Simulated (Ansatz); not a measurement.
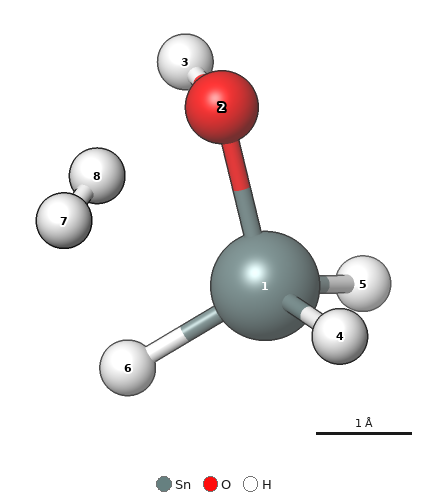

Fig. 1: The input geometry (ball-and-stick view, seen at a tilt; atoms are numbered from 1 in the order of the input). Sticks mark near contacts. Bond lengths as drawn: H–H 0.77 Å, H–O 0.98 Å, H–Sn 1.70 to 1.72 Å and O–Sn 1.99 Å.

**Nudged elastic band, with input and output: SnH6O**

- system: SnH6O
- method: RKS LDA/def2-mTZVP (Ansatz 0.2.0)

It belongs to a series of runs on one base structure; here: band between the two ends. Figures and captions count atoms from 1; the log counts them from 0 in places.

## Output
```
Engine: ansatz 0.2.0, x86_64-unknown-linux-gnu
Functional definition: SPW92
  exchange = slater_x
  correlation = pw_c
793 factors; their error is unknown
mean field evaluation 1: about -7942.4675 eV, gradient 6.7e1 eV
mean field evaluation 2: about -7819.8691 eV, gradient 1.9e2 eV
mean field evaluation 4: about -7949.7956 eV, gradient 9.7e0 eV
mean field evaluation 8: about -7950.0356 eV, gradient 1.2e-1 eV
mean field evaluation 16: about -7950.0180 eV, gradient 5.2e-5 eV
mean field -7950.01796782 eV, -292.1577716017 hartree, gradient 5.2e-5 eV, S^2 0.000000; 0 other end points of the search recorded, 0 dependent functions left out
the calculation of the forces begins
reference -7950.01801602 eV, -292.1577733731 hartree; 18, 18 occupied and 60, 60 virtual orbitals, 793 factors
793 factors; their error is unknown
mean field evaluation 32: about -7950.3154 eV, gradient 7.1e-5 eV
mean field -7950.31538440 eV, -292.1687014594 hartree, gradient 7.1e-5 eV, S^2 0.000000; 0 other end points of the search recorded, 0 dependent functions left out
[... from here on the field's lines of each further geometry are left out, up to the last ...]
NEB iter   1: max|band force component| = 3.898e0 eV/Å  barrier→ = 2.1033 eV  barrier← = 2.4007 eV  Δτ_max = 0.2000 Å  (180 SCF iters)
NEB iter   2: max|band force component| = 1.761e0 eV/Å  barrier→ = 1.2194 eV  barrier← = 1.5169 eV  Δτ_max = 0.1971 Å  (152 SCF iters)
NEB iter   3: max|band force component| = 1.103e0 eV/Å  barrier→ = 1.1248 eV  barrier← = 1.4222 eV  Δτ_max = 0.2000 Å  (139 SCF iters)
NEB iter   4: max|band force component| = 3.731e0 eV/Å  barrier→ = 1.0974 eV  barrier← = 1.3948 eV  Δτ_max = 0.1004 Å  (138 SCF iters)
NEB iter   5: max|band force component| = 5.867e-1 eV/Å  barrier→ = 1.0957 eV  barrier← = 1.3931 eV  Δτ_max = 0.2000 Å  (132 SCF iters)
NEB iter   6: max|band force component| = 7.686e-1 eV/Å  barrier→ = 1.0746 eV  barrier← = 1.3721 eV  Δτ_max = 0.1021 Å  (141 SCF iters)
NEB iter   7: max|band force component| = 8.328e-1 eV/Å  barrier→ = 0.9732 eV  barrier← = 1.2706 eV  Δτ_max = 0.0508 Å  (133 SCF iters)
NEB iter   8: max|band force component| = 1.152e0 eV/Å  barrier→ = 0.9027 eV  barrier← = 1.2001 eV  Δτ_max = 0.0250 Å  (133 SCF iters)
NEB iter   9: max|band force component| = 6.185e-1 eV/Å  barrier→ = 0.8504 eV  barrier← = 1.1478 eV  Δτ_max = 0.0505 Å  (136 SCF iters)
NEB iter  10: max|band force component| = 5.838e-1 eV/Å  barrier→ = 0.7979 eV  barrier← = 1.0953 eV  CI = image 3  Δτ_max = 0.1023 Å  (134 SCF iters)
NEB iter  11: max|band force component| = 7.262e-1 eV/Å  barrier→ = 0.9868 eV  barrier← = 1.2842 eV  CI = image 3  Δτ_max = 0.1002 Å  (133 SCF iters)
NEB iter  12: max|band force component| = 7.125e-1 eV/Å  barrier→ = 0.9598 eV  barrier← = 1.2572 eV  CI = image 3  Δτ_max = 0.2000 Å  (130 SCF iters)
NEB iter  13: max|band force component| = 1.107e0 eV/Å  barrier→ = 1.1007 eV  barrier← = 1.3981 eV  CI = image 3  Δτ_max = 0.0995 Å  (140 SCF iters)
NEB iter  14: max|band force component| = 2.493e-1 eV/Å  barrier→ = 1.0245 eV  barrier← = 1.3219 eV  CI = image 3  Δτ_max = 0.1198 Å  (128 SCF iters)
NEB iter  15: max|band force component| = 1.522e-1 eV/Å  barrier→ = 1.0266 eV  barrier← = 1.3240 eV  CI = image 3  Δτ_max = 0.0439 Å  (131 SCF iters)
NEB iter  16: max|band force component| = 9.645e-2 eV/Å  barrier→ = 1.0205 eV  barrier← = 1.3180 eV  CI = image 3  Δτ_max = 0.0842 Å  (138 SCF iters)
NEB iter  17: max|band force component| = 1.441e-1 eV/Å  barrier→ = 1.0113 eV  barrier← = 1.3088 eV  CI = image 3  Δτ_max = 0.0423 Å  (133 SCF iters)
NEB iter  18: max|band force component| = 1.439e-1 eV/Å  barrier→ = 1.0076 eV  barrier← = 1.3051 eV  CI = image 3  Δτ_max = 0.0851 Å  (134 SCF iters)
NEB iter  19: max|band force component| = 1.443e-1 eV/Å  barrier→ = 0.9994 eV  barrier← = 1.2968 eV  CI = image 3  Δτ_max = 0.0422 Å  (130 SCF iters)
NEB iter  20: max|band force component| = 1.587e-1 eV/Å  barrier→ = 0.9958 eV  barrier← = 1.2932 eV  CI = image 3  Δτ_max = 0.0212 Å  (133 SCF iters)
NEB iter  21: max|band force component| = 1.411e-1 eV/Å  barrier→ = 0.9940 eV  barrier← = 1.2914 eV  CI = image 3  Δτ_max = 0.0212 Å  (134 SCF iters)
NEB iter  22: max|band force component| = 1.371e-1 eV/Å  barrier→ = 0.9925 eV  barrier← = 1.2899 eV  CI = image 3  Δτ_max = 0.0212 Å  (136 SCF iters)
NEB iter  23: max|band force component| = 1.113e-1 eV/Å  barrier→ = 0.9912 eV  barrier← = 1.2886 eV  CI = image 3  Δτ_max = 0.0424 Å  (134 SCF iters)
NEB iter  24: max|band force component| = 1.268e-1 eV/Å  barrier→ = 0.9892 eV  barrier← = 1.2866 eV  CI = image 3  Δτ_max = 0.0838 Å  (132 SCF iters)
NEB iter  25: max|band force component| = 1.268e-1 eV/Å  barrier→ = 0.9879 eV  barrier← = 1.2853 eV  CI = image 3  Δτ_max = 0.1650 Å  (132 SCF iters)
NEB iter  26: max|band force component| = 1.641e-1 eV/Å  barrier→ = 0.9879 eV  barrier← = 1.2853 eV  CI = image 3  Δτ_max = 0.0841 Å  (132 SCF iters)
NEB iter  27: max|band force component| = 1.523e-1 eV/Å  barrier→ = 0.9878 eV  barrier← = 1.2853 eV  CI = image 3  Δτ_max = 0.0834 Å  (135 SCF iters)
NEB iter  28: max|band force component| = 1.711e-1 eV/Å  barrier→ = 0.9878 eV  barrier← = 1.2852 eV  CI = image 3  Δτ_max = 0.0421 Å  (115 SCF iters)
NEB iter  29: max|band force component| = 1.360e-1 eV/Å  barrier→ = 0.9878 eV  barrier← = 1.2852 eV  CI = image 3  Δτ_max = 0.0420 Å  (114 SCF iters)
NEB iter  30: max|band force component| = 7.955e-2 eV/Å  barrier→ = 0.9878 eV  barrier← = 1.2852 eV  CI = image 3  Δτ_max = 0.0420 Å  (117 SCF iters)
the calculation of the forces begins
reference -7950.25357273 eV, -292.1664299226 hartree; 18, 18 occupied and 60, 60 virtual orbitals, 793 factors
793 factors; their error is unknown
mean field evaluation 1248: about -7949.0302 eV, gradient 6.7e-3 eV
mean field -7949.03019767 eV, -292.1214717180 hartree, gradient 5.2e-5 eV, S^2 0.000000; 1 other end points of the search recorded, 0 dependent functions left out
the calculation of the forces begins
reference -7949.03024514 eV, -292.1214734628 hartree; 18, 18 occupied and 60, 60 virtual orbitals, 793 factors
NEB iter  31: max|band force component| = 3.058e-2 eV/Å  barrier→ = 0.9878 eV  barrier← = 1.2852 eV  CI = image 3  Δτ_max = 0.0000 Å  (238 SCF iters)
```

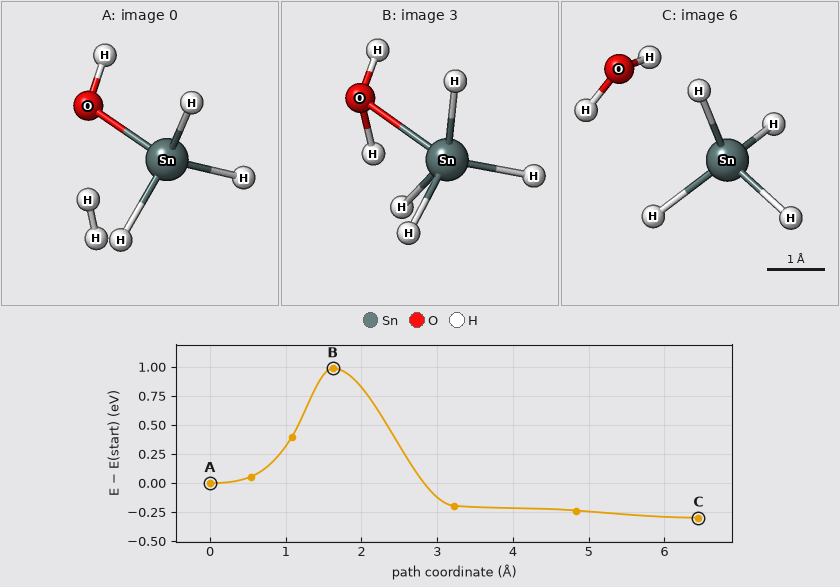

Fig. 2: Images of the last band (counted from 0; ball-and-stick, seen at a tilt) above the energy along the path; the line is a cubic interpolation that uses the forces. The highest image is number 3, 0.988 eV above the start and 1.285 eV above the end (the climbing image); the end lies 0.297 eV below the start. The path is 6.45 Å long. The band converged in 31 iterations.

```
Total energy: -7949.03024514 eV, -292.1214734628 hartree
Atom 0 at     0.064931    -0.172695    -0.112410 Å, force     0.000441    -0.000067     0.001209 eV/Å
Atom 1 at     0.158382    -0.029511     2.058327 Å, force     0.001856    -0.002612    -0.002942 eV/Å
Atom 2 at    -0.713025    -0.084102     2.509902 Å, force    -0.000284    -0.000499     0.000050 eV/Å
Atom 3 at     1.575065     0.197693    -0.815824 Å, force    -0.000397    -0.000046     0.000140 eV/Å
Atom 4 at    -0.927258     1.244050    -0.087570 Å, force    -0.000188     0.000246     0.000034 eV/Å
Atom 5 at    -0.834290    -1.429991    -0.851655 Å, force     0.000125     0.000277     0.000218 eV/Å
Atom 6 at     0.998307    -1.739507     1.004493 Å, force     0.000295    -0.000559    -0.000400 eV/Å
Atom 7 at     0.644287    -1.113337     1.793535 Å, force    -0.001847     0.003260     0.001691 eV/Å
Dipole moment:    -0.306598     0.039717    -0.020456 e Å
this run last wrote the band of iteration 31 to [file]
```

## The last band as extended XYZ (Å, eV, eV/Å)
```
8
Properties=species:S:1:pos:R:3:forces:R:3 image=0 energy=-7950.01797
Sn   -0.1783    0.2136   -0.0708    0.0141  -0.0148  -0.0001
O    -0.0081    0.0617    1.9043    0.0018   0.0012   0.0026
H    -0.8787    0.0491    2.3470   -0.0016  -0.0043   0.0044
H     1.4462    0.3793   -0.5603   -0.0006   0.0010  -0.0032
H    -1.1288    1.5992   -0.4127   -0.0136   0.0203  -0.0064
H    -0.9160   -1.2118   -0.6782    0.0012  -0.0012   0.0007
H     1.5084   -2.4013    1.3193   -0.0022  -0.0006   0.0048
H     1.1217   -1.8173    1.6502    0.0008  -0.0015  -0.0028
8
Properties=species:S:1:pos:R:3:forces:R:3 image=1 energy=-7949.96206
Sn   -0.1057    0.1288   -0.0354   -0.0434   0.0693   0.0016
O     0.0471    0.0908    1.9552   -0.0185   0.0296  -0.0204
H    -0.8194   -0.0363    2.3885   -0.0212   0.0333  -0.0264
H     1.5046    0.3078   -0.5721   -0.0229   0.0304   0.0558
H    -1.0919    1.4928   -0.3355   -0.0410   0.0634  -0.0965
H    -0.8039   -1.3149   -0.6518   -0.0167   0.0270   0.0714
H     1.2636   -2.1655    1.1312    0.0847  -0.1398   0.0330
H     0.9719   -1.6309    1.6186    0.0790  -0.1133  -0.0185
8
Properties=species:S:1:pos:R:3:forces:R:3 image=2 energy=-7949.62022
Sn   -0.0301   -0.0119   -0.0456   -0.1959   0.2955   0.1276
O     0.0976    0.0567    1.9887   -0.1081   0.2277  -0.1552
H    -0.7604   -0.0671    2.4425   -0.0789   0.1135  -0.1415
H     1.5369    0.2218   -0.7001   -0.0815  -0.0257   0.2005
H    -1.0141    1.3671   -0.1709   -0.1621   0.2327  -0.2237
H    -0.7924   -1.3831   -0.7611    0.0611   0.0473   0.2298
H     1.1015   -1.9049    1.0823    0.1958  -0.3356   0.2022
H     0.8273   -1.4060    1.6630    0.3695  -0.5554  -0.2399
8
Properties=species:S:1:pos:R:3:forces:R:3 image=3 energy=-7949.03020
Sn    0.0649   -0.1727   -0.1124    0.0004  -0.0001   0.0012
O     0.1584   -0.0295    2.0583    0.0019  -0.0026  -0.0029
H    -0.7130   -0.0841    2.5099   -0.0003  -0.0005   0.0001
H     1.5751    0.1977   -0.8158   -0.0004   0.0000   0.0001
H    -0.9273    1.2441   -0.0876   -0.0002   0.0002   0.0000
H    -0.8343   -1.4300   -0.8517    0.0001   0.0003   0.0002
H     0.9983   -1.7395    1.0045    0.0003  -0.0006  -0.0004
H     0.6443   -1.1133    1.7935   -0.0018   0.0033   0.0017
8
Properties=species:S:1:pos:R:3:forces:R:3 image=4 energy=-7950.21320
Sn    0.1923   -0.4042   -0.4971   -0.0058  -0.0156  -0.0383
O     0.2315   -0.0712    2.8658    0.0152   0.0153   0.0704
H    -0.7421   -0.0633    2.7937   -0.0113   0.0227   0.0287
H     1.5668    0.2644   -1.2547   -0.0051  -0.0011  -0.0292
H    -0.7573    0.8297    0.2039    0.0205  -0.0623   0.0263
H    -0.7646   -1.2961   -1.5974    0.0141   0.0088  -0.0813
H     0.7428   -1.5482    0.6677   -0.0333   0.0310  -0.0069
H     0.4970   -0.8385    2.3170    0.0057   0.0013   0.0303
8
Properties=species:S:1:pos:R:3:forces:R:3 image=5 energy=-7950.25352
Sn    0.3624   -0.2246   -0.5404    0.0046   0.0026  -0.0041
O    -0.3393   -0.3325    2.5237   -0.0251   0.0011  -0.0203
H    -0.9515   -0.5765    3.2437   -0.0131  -0.0199   0.0245
H     1.4213    0.1444   -1.8396   -0.0056  -0.0100  -0.0275
H    -0.2196    1.2212    0.1403    0.0219   0.0178  -0.0047
H    -0.9249   -1.1772   -1.1414   -0.0057  -0.0006   0.0233
H     1.2634   -1.1618    0.5786    0.0226   0.0172  -0.0001
H     0.3547   -1.0204    2.5339    0.0004  -0.0082   0.0088
8
Properties=species:S:1:pos:R:3:forces:R:3 image=6 energy=-7950.31538
Sn    0.4451   -0.1242   -0.3576    0.0004  -0.0030   0.0016
O    -0.4287   -0.4242    2.4284   -0.0024  -0.0016   0.0000
H    -1.1926   -1.0233    2.3149    0.0059   0.0024  -0.0018
H     0.9822   -0.0571   -1.9950   -0.0015   0.0006   0.0007
H     0.2413    1.4712    0.2059    0.0006   0.0002   0.0001
H    -1.0274   -0.9984   -0.3510    0.0000   0.0001   0.0003
H     1.6510   -0.9642    0.5234    0.0006   0.0011  -0.0012
H     0.2955   -1.0071    2.7298   -0.0036   0.0001   0.0003
```

This output came from the following input.

## Input file
```yaml
crystal:
  periodic: [false, false, false]
  atoms:
    - { symbol: Sn, position_ang: [-0.178265, 0.213633, -0.070801] }
    - { symbol: O, position_ang: [-0.008117, 0.061658, 1.904325] }
    - { symbol: H, position_ang: [-0.878718, 0.049092, 2.347049] }
    - { symbol: H, position_ang: [1.446164, 0.379301, -0.560344] }
    - { symbol: H, position_ang: [-1.128788, 1.599243, -0.412739] }
    - { symbol: H, position_ang: [-0.916036, -1.211757, -0.678166] }
    - { symbol: H, position_ang: [1.508416, -2.401293, 1.319252] }
    - { symbol: H, position_ang: [1.121745, -1.817277, 1.650221] }
basis:
  gaussian: { orbitals: def2-mTZVP }
hamiltonian:
  xc: lda
neb:
  order_check: false
  images: 5
  f_tol: 0.05
  max_iterations: 60
  final_atoms:
    - { symbol: Sn, position_ang: [0.44514088, -0.12421424, -0.35761002] }
    - { symbol: O, position_ang: [-0.42874874, -0.42423313, 2.4284133] }
    - { symbol: H, position_ang: [-1.19257705, -1.02327049, 2.31489401] }
    - { symbol: H, position_ang: [0.98217929, -0.05713511, -1.99502931] }
    - { symbol: H, position_ang: [0.24132519, 1.47115374, 0.20592881] }
    - { symbol: H, position_ang: [-1.02744056, -0.99843439, -0.35103133] }
    - { symbol: H, position_ang: [1.65098546, -0.96417376, 0.52340642] }
    - { symbol: H, position_ang: [0.29553653, -1.00709262, 2.72982513] }
  initial_path:
    images:
      - { positions_ang: [[-0.178265, 0.213633, -0.070801], [-0.008117, 0.061658, 1.904325], [-0.878718, 0.049092, 2.347049], [1.446164, 0.379301, -0.560344], [-1.128788, 1.599243, -0.412739], [-0.916036, -1.211757, -0.678166], [1.508416, -2.401293, 1.319252], [1.121745, -1.817277, 1.650221]] }
      - { positions_ang: [[-0.12171624, 0.14461147, -0.0454152], [-0.00082695, 0.03521123, 2.04125692], [-0.88281548, -0.06969728, 2.45069199], [1.50626672, 0.25989499, -0.57015848], [-1.03280305, 1.54220957, -0.45886488], [-0.88620044, -1.2782591, -0.64579958], [1.36240811, -2.1379964, 1.08659584], [1.02208833, -1.62337448, 1.6404904]] }
      - { positions_ang: [[-0.06516747, 0.07558995, -0.0200294], [0.0064631, 0.00876446, 2.17818884], [-0.88691295, -0.18848657, 2.55433498], [1.56636944, 0.14048898, -0.57997296], [-0.93681811, 1.48517615, -0.50499077], [-0.85636488, -1.3447612, -0.61343316], [1.21640022, -1.8746998, 0.85393968], [0.92243166, -1.42947197, 1.63075979]] }
      - { positions_ang: [[-0.00861871, 0.00656842, 0.0053564], [0.01375315, -0.01768231, 2.31512076], [-0.89101043, -0.30727585, 2.65797798], [1.62647215, 0.02108296, -0.58978744], [-0.84083316, 1.42814272, -0.55111665], [-0.82652933, -1.4112633, -0.58106675], [1.07039233, -1.6114032, 0.62128352], [0.822775, -1.23556945, 1.62102919]] }
      - { positions_ang: [[0.14263449, -0.0370258, -0.11563241], [-0.13374748, -0.15319925, 2.35288494], [-0.99153264, -0.54594073, 2.54361665], [1.41170787, -0.00498973, -1.0582014], [-0.48011371, 1.44247973, -0.29876816], [-0.89349974, -1.27365366, -0.50438827], [1.26392337, -1.39566005, 0.58865782], [0.64702884, -1.15941051, 1.99062783]] }
      - { positions_ang: [[0.29388768, -0.08062002, -0.23662121], [-0.28124811, -0.28871619, 2.39064912], [-1.09205485, -0.78460561, 2.42925533], [1.19694358, -0.03106242, -1.52661536], [-0.11939426, 1.45681673, -0.04641968], [-0.96047015, -1.13604402, -0.4277098], [1.45745442, -1.17991691, 0.55603212], [0.47128269, -1.08325156, 2.36022648]] }
      - { positions_ang: [[0.44514088, -0.12421424, -0.35761002], [-0.42874874, -0.42423313, 2.4284133], [-1.19257705, -1.02327049, 2.31489401], [0.98217929, -0.05713511, -1.99502931], [0.24132519, 1.47115374, 0.20592881], [-1.02744056, -0.99843439, -0.35103133], [1.65098546, -0.96417376, 0.52340642], [0.29553653, -1.00709262, 2.72982513]] }
```

Launch command:
```bash
ansatz run input.yaml --threads 1 --pin off --max-ram 2048MiB --backend cpu --events-out ev --progress --plain --runs-dir out
```

## Summary

- outcome: converged
- barrier, forward: 0.988 eV
- barrier, backward: 1.285 eV
- hardware: 1 thread of AMD EPYC (Zen 3), 192 GiB of memory available, shared host
- wall time: 2.7 min
- peak memory: 0.15 GiB

The order of the saddle point was not checked.
